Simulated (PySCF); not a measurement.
C$_{3}$H$_{12}$O$_{2}$Si$_{2}$

The calculation's input:

```
{"job": {"kind": "nmr", "xc": "PBE0", "basis": "pcSseg-1"}, "charge": 0, "multiplicity": 1}
C     -2.264366     0.158076     1.134876
C     -2.063732    -0.997585     0.163175
C     -1.172963    -0.603308    -1.014614
O      0.124763    -0.317661    -0.581353
Si     0.983038     1.041501    -0.716688
O      2.304224     0.800021     0.170154
Si     3.427928     0.010475     1.022836
H     -1.304240     0.495237     1.517175
H     -2.752313     0.994240     0.638020
H     -2.881766    -0.154122     1.973802
H     -3.026336    -1.329899    -0.230549
H     -1.596809    -1.835536     0.683319
H     -1.110057    -1.434636    -1.727410
H     -1.602665     0.260769    -1.534297
H      0.306973     2.200258    -0.134706
H      1.413329     1.265639    -2.096019
H      4.671606     0.161300     0.268219
H      3.475278     0.690611     2.317039
H      3.058303    -1.396130     1.169886
```

Run with:

```sh
OMP_NUM_THREADS=1 python probes_run.py task.json out
```

Geometry: GFN2-xTB.

Level of theory: PBE0/pcSseg-1, SCF density, gas phase, non-relativistic (PySCF 2.14.0).

> What will maps of the electron density and electron localisation function show?

C–O (1.40 Å): the density is about 2.1 e/Å³ at the midpoint, with its minimum of 1.8 e/Å³ about 0.5 Å from C; the ELF peaks at about 0.90 between the atoms, as expected for a polar covalent bond.
Si–O (1.61 Å): the density is about 1.2 e/Å³ at the midpoint; the ELF peaks at about 0.85 between the atoms; a polar covalent bond.

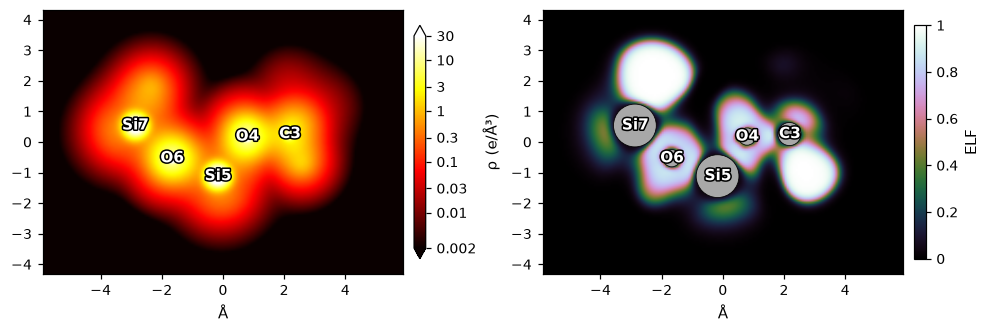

Computed electron density and electron localisation function on the plane of atoms O4, Si5 and O6, in this order. Grey discs cover the atomic cores in the ELF map. 
